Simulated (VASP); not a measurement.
Band structure of TlBr (CsCl type). Calculation: PBE GGA with D3 dispersion (zero damping), VASP's PBE PAW potentials (set 64) (plane waves; VASP).

Unless said otherwise, spin-orbit coupling is left out, though it shifts the bands of the heavy elements here.

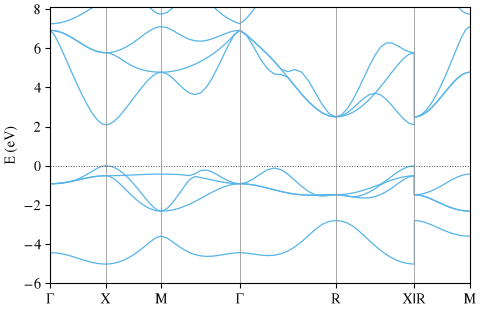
Figure. Bands along high-symmetry lines, zero at the valence-band maximum or, without a gap, the Fermi level

**Question.** Read the plot: is there a gap, and where are the band edges?

**Answer.** The gap is direct, 2.09 eV, from the valence maximum at X to the conduction minimum at X. (Edges off the drawn lines would not show.)

The compound is TlBr in the CsCl type structure. It was relaxed first, which changed the volume by +9 %.
